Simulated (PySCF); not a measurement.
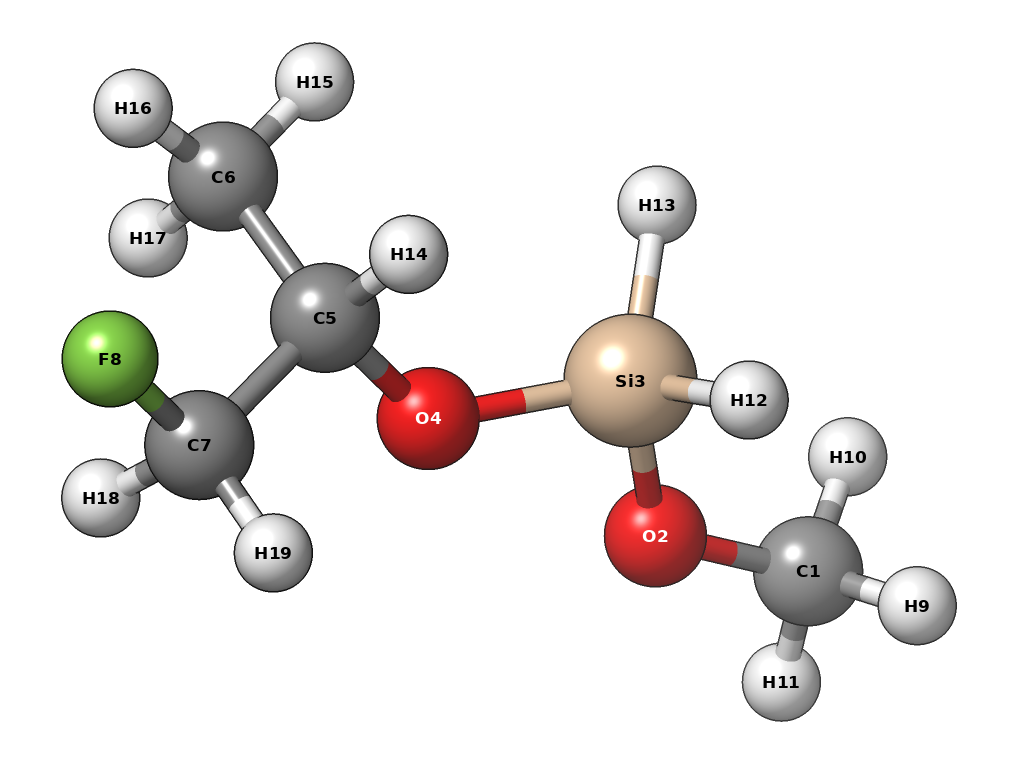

The geometry was computed by an optimisation with GFN2-xTB. No frequency run is at hand to confirm it as a minimum. Electric field gradients from the ground-state density, PBE0/pcSseg-1 (PySCF 2.14.0), non-relativistic apart from any core potentials.

Give the largest field-gradient component, the quadrupole coupling constant and the asymmetry for 17O at O2 (Q = −25.6 mb), 17O at O4 (Q = −25.6 mb), 2H at H9 (Q = 2.86 mb), 2H at H10 (Q = 2.86 mb), 2H at H11 (Q = 2.86 mb), 2H at H12 (Q = 2.86 mb).

```
atom  V_zz (a.u.)  e²qQ/h (MHz)     η
  O2        1.701        −10.23  0.45
  O4        1.648         −9.91  0.47
  H9        0.296         0.199  0.08
 H10        0.297         0.199  0.08
 H11        0.301         0.202  0.07
 H12        0.154         0.104  0.03
```

The geometry is semi-empirical. Around Si such bond lengths and angles can be off by a tenth of an ångström or more and by several degrees, and values that hang on the shape move with them.
